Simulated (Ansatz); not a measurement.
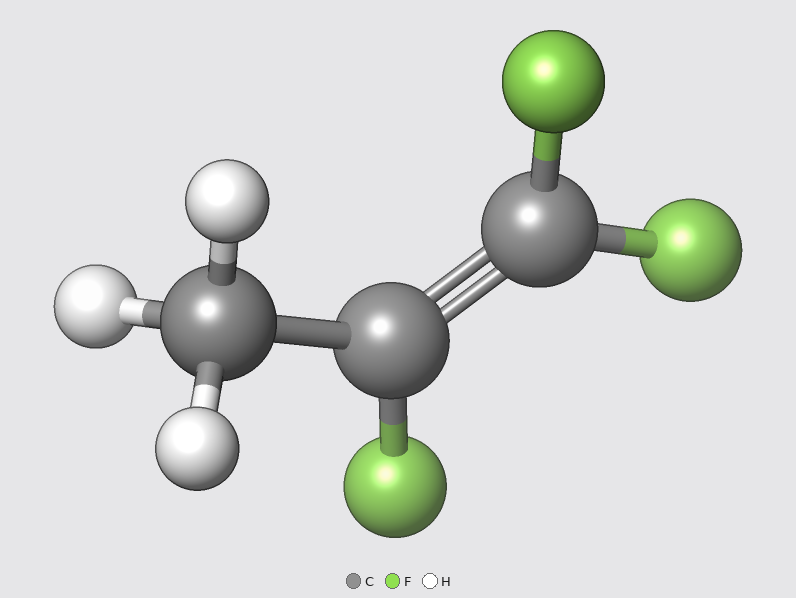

> What is the molecular formula?

C₃H₃F₃, 9 atoms: 3 carbon, 3 hydrogen and 3 fluorine.

> Does it have rings?

It has no ring.

> Give the symmetry (Schoenflies symbol).

Cs.

More results for the same structure follow; atom numbers are the same in all pictures, views and colours differ. Computed geometry: PBE0-D4/def2-TZVP optimisation.

Geometry

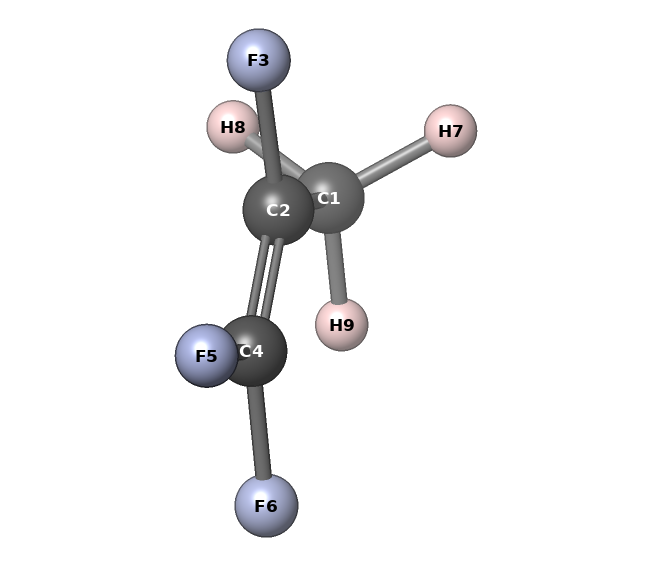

C1 lies behind C2. The molecule seen a little off the C2–C1 bond, C2 in front. Depth is shown by fading: the farther an atom, the more it takes the colour of the background.

> What is the torsion angle F3–C2–C1–H7? The sign is positive where the front bond must turn clockwise to cover the back bond.

60°, synclinal (gauche).

Thermal motion

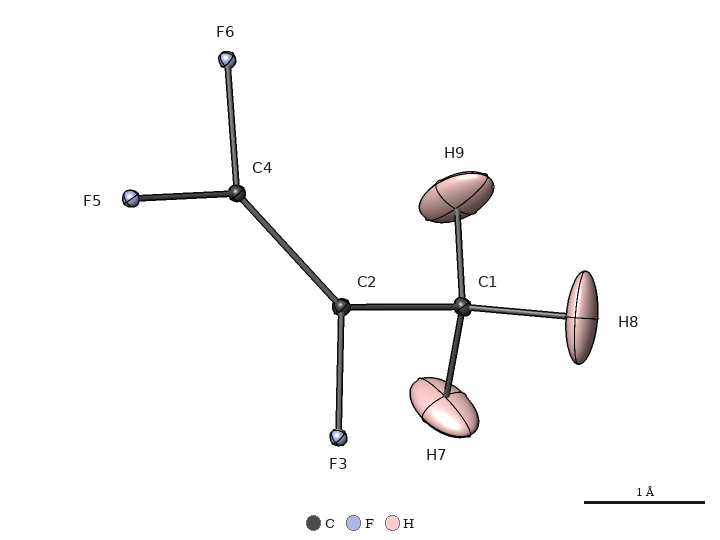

Displacement ellipsoids at the 50 % level, from the internal vibrations of the free molecule (harmonic, no overall translation or rotation; no half-axis is drawn under 0.075 Å). Vibrations computed with RKS PBE0-D4/def2-TZVP (Ansatz 0.2.0). Temperature: 200 K.

> Which atom has the largest mean-square displacement?

H9, with U_eq = 0.0314 Å².

> Does H9 move more along its bond or across it?

Across it: the root-mean-square amplitude is 0.084 Å along the bond and up to 0.256 Å across, since bending and torsion are softer than stretching.

List U_eq and the three principal root-mean-square amplitudes for each kind of atom.

```json
{"atom": "C1", "U_eq (Å²)": "0.0023", "rms amplitudes (Å)": "0.037, 0.050, 0.054"}
{"atom": "C2", "U_eq (Å²)": "0.0018", "rms amplitudes (Å)": "0.032, 0.038, 0.054"}
{"atom": "F3", "U_eq (Å²)": "0.0017", "rms amplitudes (Å)": "0.031, 0.043, 0.048"}
{"atom": "C4", "U_eq (Å²)": "0.0016", "rms amplitudes (Å)": "0.031, 0.036, 0.049"}
{"atom": "F5", "U_eq (Å²)": "0.0019", "rms amplitudes (Å)": "0.030, 0.048, 0.051"}
{"atom": "F6", "U_eq (Å²)": "0.0017", "rms amplitudes (Å)": "0.030, 0.046, 0.046"}
{"atom": "H7, H8", "U_eq (Å²)": "0.0306", "rms amplitudes (Å)": "0.085, 0.145, 0.252"}
{"atom": "H9", "U_eq (Å²)": "0.0314", "rms amplitudes (Å)": "0.081, 0.148, 0.256"}
```

Levels of theory compared

Program: Ansatz 0.2.0.

At this fixed geometry, give dipole (D), HOMO–LUMO gap (eV) at these levels: B3LYP-D4/def2-TZVPP; PBE-D4/def2-TZVPP; r2SCAN-D4/def2-TZVPP; ωB97M-V/def2-TZVPP.

```json
{"level": "B3LYP-D4/def2-TZVPP", "dipole (D)": "1.88", "HOMO–LUMO gap (eV)": "7.50"}
{"level": "PBE-D4/def2-TZVPP", "dipole (D)": "1.73", "HOMO–LUMO gap (eV)": "5.60"}
{"level": "r2SCAN-D4/def2-TZVPP", "dipole (D)": "1.82", "HOMO–LUMO gap (eV)": "6.10"}
{"level": "ωB97M-V/def2-TZVPP", "dipole (D)": "1.87", "HOMO–LUMO gap (eV)": "12.14"}
```

Charges

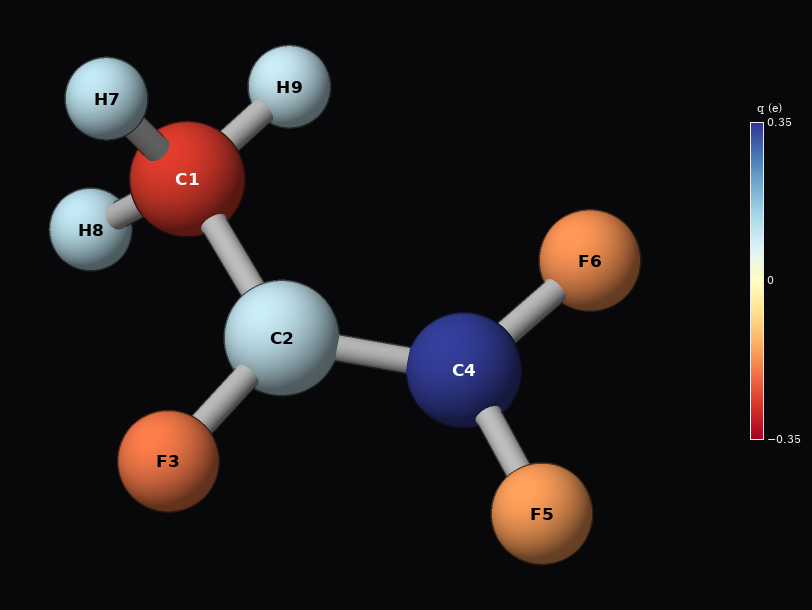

Atoms are coloured by their Mulliken charges. Properties computed with RKS ωB97M-V/def2-TZVPP (Ansatz 0.2.0).

List the Mulliken charges.

```tsv
atom	value (e)
C1	−0.27
C2	0.11
F3	−0.20
C4	0.34
F5	−0.16
F6	−0.17
H7	0.12
H8	0.12
H9	0.11
```

Mulliken values depend strongly on the basis set and can even reverse the polarity of a bond.
